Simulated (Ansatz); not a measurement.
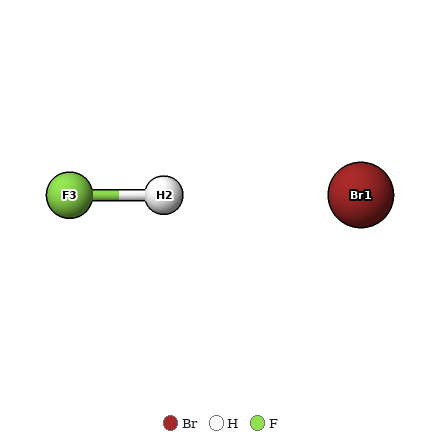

The system is Br⁻ + HF; the picture shows the reference structure. First axis: distance Br1–H2. Second axis: distance H2–F3. Nothing is relaxed (the angle Br1–H2–F3 is fixed at 180 degrees). Grid: 17 × 17 points. Points are written as (first, second). Energies: kJ/mol, counted from the lowest grid point. The reference is spin-restricted, so regions where a bond is pulled apart into radicals lie too high. All numbers below come from RKS PBE0-D4/def2-SVPD in Ansatz.

Its coordinates:

```xyz
3

Br   -2.0760    0.0000    0.0000
H     0.0000    0.0000    0.0000
F     0.9920    0.0000    0.0000
```

Range: distance Br1–H2 from 1.208 to 2.808 Å; distance H2–F3 from 0.728 to 2.328 Å.

What landscape does the calculation give?

The lowest grid point is at (2.076 Å, 0.992 Å). No other kind of well shows on this grid. The highest grid point, (1.208 Å, 0.728 Å), lies 963 kJ/mol above the lowest.

```tsv
distance H2–F3 ↓, distance Br1–H2 →	1.208	1.315	1.472	1.655	1.858	2.076	2.309	2.553	2.808
2.328	314	239	213	242	299	364	424	476	518
2.073	299	221	190	213	264	324	380	428	469
1.829	284	201	162	176	219	271	322	366	403
1.596	273	181	130	132	163	205	248	286	318
1.378	278	171	101	83	99	128	160	190	216
1.175	319	187	86	42	36	49	68	88	107
0.992	427	258	117	38	6	0	6	18	30
0.835	650	437	246	131	72	49	45	49	56
0.728	963	712	482	338	260	226	215	214	219
```

The table holds every second grid line.

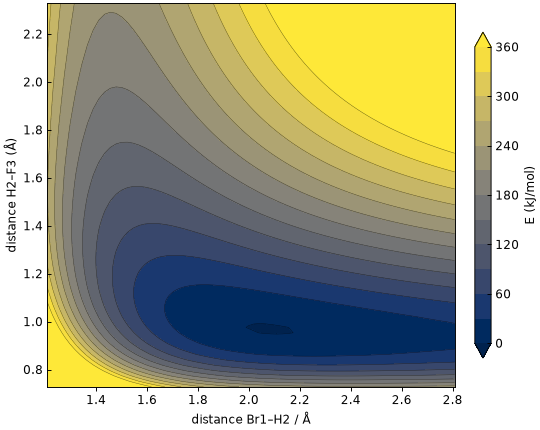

Drawn: filled contours, one colour for all values above the top of the scale. Between grid points the surface is interpolated.

The whole map (289 points run) took 5 min on 1 thread of Intel(R) Xeon(R) 6975P-C (Granite Rapids), on a shared host.
